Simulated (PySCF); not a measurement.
## Electronic structure of C3H10F2N2Si (SMILES CN[Si](F)(F)N(C)C) in real space

```xyz
18

C     2.9646    0.3329   -0.2018
N     1.5775    0.3727   -0.6151
Si    0.3985   -0.7850   -0.2168
F     0.3930   -2.1572   -1.0546
F     0.8087   -1.3522    1.2307
N    -1.1501   -0.1052   -0.3789
C    -1.4799    1.2225    0.0855
C    -2.3238   -0.8852   -0.6972
H     3.0399   -0.2365    0.7200
H     3.6039   -0.1388   -0.9536
H     3.3255    1.3471   -0.0207
H     1.4392    0.9391   -1.4362
H    -2.0619    1.7476   -0.6776
H    -0.5700    1.7793    0.2873
H    -2.0766    1.1782    1.0028
H    -2.9516   -1.0289    0.1888
H    -2.9149   -0.3673   -1.4579
H    -2.0309   -1.8567   -1.0812
```

Geometry: GFN2-xTB.

Computed with PBE0/pcSseg-1, SCF density, gas phase, non-relativistic (PySCF 2.14.0).

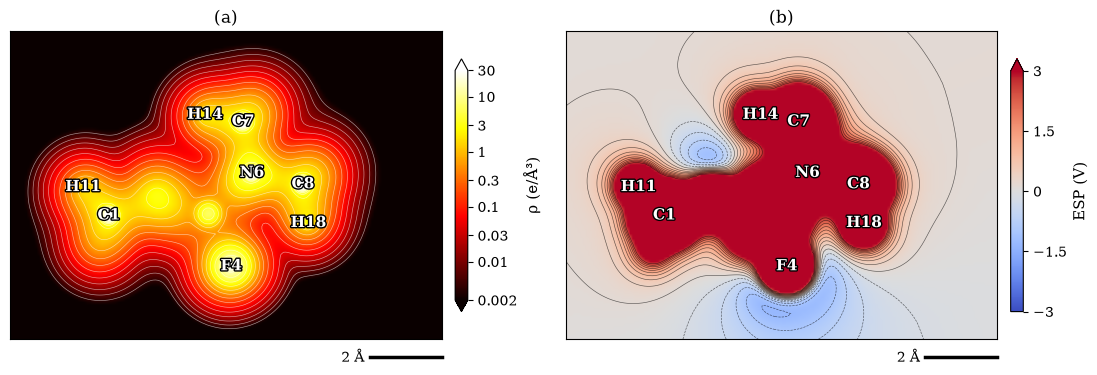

Figure 1. (a) total electron density; (b) molecular electrostatic potential on the plane of atoms N6, C8 and H18.

### Interpret the plot.

- The plane passes through C, F, N and H nuclei.
- C–N (1.44 Å): the density is about 1.9 e/Å³ at the midpoint.
- C–H (1.08 Å): ρ is about 2 e/Å³ halfway.
- Outside the dense part of the molecule the potential is most negative (−1.3 V) near F4.

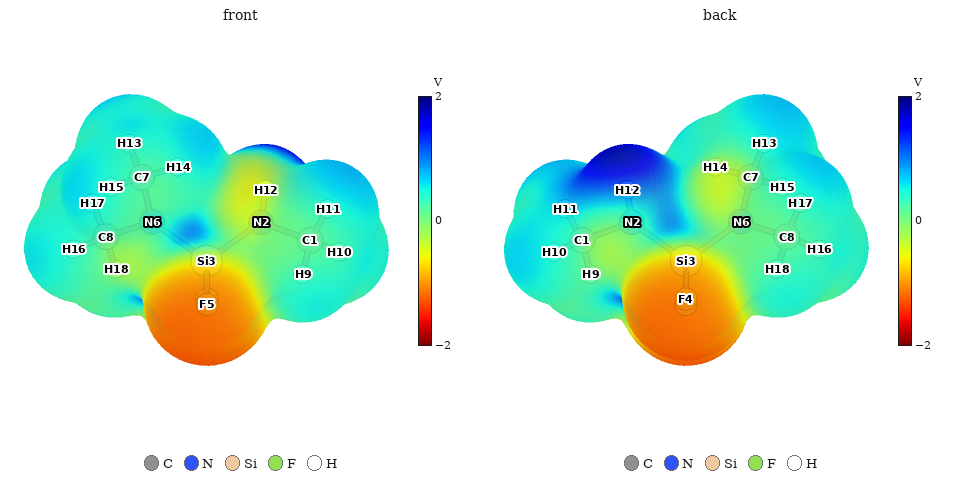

Figure 2. The molecular electrostatic potential painted on the density surface at 0.002 e/bohr³, seen from the front and from behind; the colour scale runs from red (negative) to blue (positive).

### Describe the electrostatic potential map.

The most negative region (about −1.3 V) lies over F4 and F5, the most positive (about +1.7 V) over H12.

### What dipole moment does the calculation give?

Its dipole moment is 2.84 D.
